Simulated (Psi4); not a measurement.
**SnH3F (SnFH3): MP2/def2-TZVPPD (density fitting, core potential, density fitting for correlation, sweep point 5)**

Aim: the vertical singlet–triplet gap of SnH3F (SnFH3) at MP2/def2-TZVPPD (density fitting, core potential, density fitting for correlation, sweep point 5), from 2 runs. 

Program for the calculation: Psi4 1.11.

### Step 1. The system as given

SnH3F has 5 atoms, charge 0, and is taken as a singlet. As SMILES, `[H][Sn]([H])([H])[F]`. Geometry: a GFN2-xTB relaxation, a rough one for these elements and not checked as a minimum.

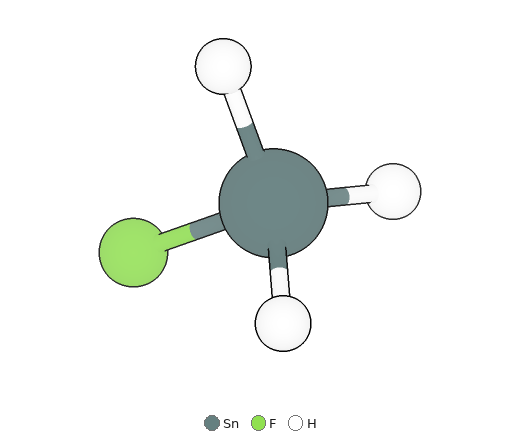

Viewed from a chosen angle; tin teal, fluorine green, hydrogen white.

### Step 2. A single-point energy at MP2/def2-TZVPPD (density fitting, core potential, density fitting for correlation, sweep point 5)

calc.in reads:

```
memory 1600 MB

molecule {
  0 1
  Sn    -0.00489439     0.00457314    -0.31545198
  F      0.02218538    -0.03641502     3.32089131
  H      3.05990123     0.02073030    -1.01701281
  H     -1.54532354     2.66160366    -0.96844684
  H     -1.53186869    -2.65049207    -1.01997968
  units bohr
  symmetry c1
}

set {
  basis           def2-TZVPPD
  puream          true
  scf_type        df
  num_frozen_docc 5
}

energy('mp2')
```

The run is started by

```console
$ psi4 -i calc.in -o calc.out -n 1
```

calc.out:

```text
[...]
    !!!  WARNING: ECP capability is in beta. Please check occupations closely.  !!!
[...]
  Running in c1 symmetry.
[...]
  Nuclear repulsion =   81.108187424715297
[...]
  Multiplicity = 1
[...]
  Nalpha       = 17
  Nbeta        = 17
[...]
    Number of basis functions: 147
[...]
   @DF-RHF iter   1:  -314.49704732018722   -1.75834e+00   3.51641e-03 DIIS/ADIIS
[...]
   @DF-RHF iter  10:  -314.58738409509397   -6.83258e-11   8.50258e-09 DIIS
[...]
    Orbital Energies [Eh]
    ---------------------
    Doubly Occupied:
       1A    -26.221360     2A     -5.885773     3A     -4.077457
       4A     -4.074720     5A     -4.074710     6A     -1.511267
       7A     -1.345524     8A     -1.345507     9A     -1.339485
      10A     -1.339463    11A     -1.334308    12A     -0.709308
      13A     -0.592592    14A     -0.592582    15A     -0.565876
      16A     -0.471192    17A     -0.470719
[...]
  @DF-RHF Final Energy:  -314.58738409509397
   => Energetics <=
    Nuclear Repulsion Energy =             81.1081874247152967
    One-Electron Energy =                -679.4874636268763197
    Two-Electron Energy =                 283.7918921070670422
    Total Energy =                       -314.5873840950939666
[...]
 Multipole Moments:
 ------------------------------------------------------------------------------------
     Multipole            Electronic (a.u.)      Nuclear  (a.u.)        Total (a.u.)
 ------------------------------------------------------------------------------------
 L = 1.  Multiply by 2.5417464519 to convert [e a0] to [Debye]
 Dipole X            :         -0.1323765            0.1184903           -0.0138862
 Dipole Y            :          0.1850155           -0.1685951            0.0164204
 Dipole Z            :        -15.9004925           14.6148905           -1.2856020
 Magnitude           :                                                    1.2857819
[...]
```

Wall time 4.5 s (1 thread of Intel Xeon Platinum 8259CL at 2.50GHz (Skylake/Cascade Lake), shared host); peak memory 0.27 GiB.

### Step 3. The triplet

fh3sn.dat reads:

```
memory 1600 mb

molecule system {
  0 3
  Sn    -0.00489439     0.00457314    -0.31545198
  F      0.02218538    -0.03641502     3.32089131
  H      3.05990123     0.02073030    -1.01701281
  H     -1.54532354     2.66160366    -0.96844684
  H     -1.53186869    -2.65049207    -1.01997968
  units bohr
  symmetry c1
}

set basis def2-TZVPPD
set reference uhf
set puream true
set scf_type df
set num_frozen_docc 5
set maxiter 150

result, w = energy('mp2', return_wfn=True)
```

The run is started by

```console
$ psi4 fh3sn.dat fh3sn.out -n 1
```

fh3sn.out:

```text
[...]
    !!!  WARNING: ECP capability is in beta. Please check occupations closely.  !!!
[...]
  Running in c1 symmetry.
[...]
  Nuclear repulsion =   81.108187424715297
[...]
  Multiplicity = 3
[...]
  Nalpha       = 18
  Nbeta        = 16
[...]
    Number of basis functions: 147
[...]
   @DF-UHF iter   1:  -314.16045508435190   -1.42175e+00   3.98624e-03 DIIS/ADIIS
[...]
   @DF-UHF iter  26:  -314.32551180376316   -2.29079e-11   4.73216e-09 DIIS
[...]
   @S^2 Observed:                2.066895299E+00
[...]
    Orbital Energies [Eh]
    ---------------------
    Alpha Occupied:
       1A    -26.240710     2A     -5.914556     3A     -4.113154
       4A     -4.100927     5A     -4.099698     6A     -1.532630
       7A     -1.383059     8A     -1.382794     9A     -1.370823
      10A     -1.360816    11A     -1.357054    12A     -0.783141
      13A     -0.648513    14A     -0.621460    15A     -0.603202
      16A     -0.591358    17A     -0.503785    18A     -0.188360
    Alpha Virtual:
      19A      0.049858    20A      0.071134    21A      0.077074
      22A      0.090208    23A      0.099491    24A      0.111554
      25A      0.115796    26A      0.117843    27A      0.148870
[...]
  @DF-UHF Final Energy:  -314.32551180376316
   => Energetics <=
    Nuclear Repulsion Energy =             81.1081874247152967
    One-Electron Energy =                -678.3947129625266825
    Two-Electron Energy =                 282.9610137340482083
    Total Energy =                       -314.3255118037631632
  UHF NO Occupations:
  HONO-2 :   16  A 1.9680540
  HONO-1 :   17  A 1.0000000
[...]
 Multipole Moments:
 ------------------------------------------------------------------------------------
     Multipole            Electronic (a.u.)      Nuclear  (a.u.)        Total (a.u.)
 ------------------------------------------------------------------------------------
 L = 1.  Multiply by 2.5417464519 to convert [e a0] to [Debye]
 Dipole X            :         -0.5666706            0.1184903           -0.4481802
 Dipole Y            :          0.1846304           -0.1685951            0.0160353
 Dipole Z            :        -15.1690615           14.6148905           -0.5541710
 Magnitude           :                                                    0.7129013
[...]
```

Run time: 6 s. Hardware: 1 thread of Intel Xeon Platinum 8259CL at 2.50GHz (Skylake/Cascade Lake), shared host; peak memory 0.28 GiB.

### Step 4. What came out

At MP2/def2-TZVPPD (density fitting, core potential, density fitting for correlation, sweep point 5), 5 core orbitals frozen:

| quantity | value |
| --- | --- |
| singlet: total energy | -315.18340 Eh |
| singlet: HOMO energy (Hartree–Fock orbitals) | -12.81 eV |
| singlet: LUMO energy (Hartree–Fock orbitals) | 1.38 eV |
| singlet: HOMO–LUMO gap (Hartree–Fock orbitals) | 14.19 eV |
| singlet: correlation energy (5 core orbitals frozen) | -596.0 mEh |
| triplet: total energy | -314.91932 Eh |
| triplet: HOMO energy (Hartree–Fock orbitals) (highest over α and β) | -5.13 eV |
| triplet: LUMO energy (Hartree–Fock orbitals) (lowest over α and β) | -4.34 eV |
| triplet: correlation energy (5 core orbitals frozen) | -593.8 mEh |
| triplet: ⟨S²⟩ of the reference determinant | 2.067 |
| vertical energy of the triplet above the singlet | 7.186 eV |

**Reading.** At this shape the triplet lies 7.19 eV (166 kcal/mol) above the singlet.
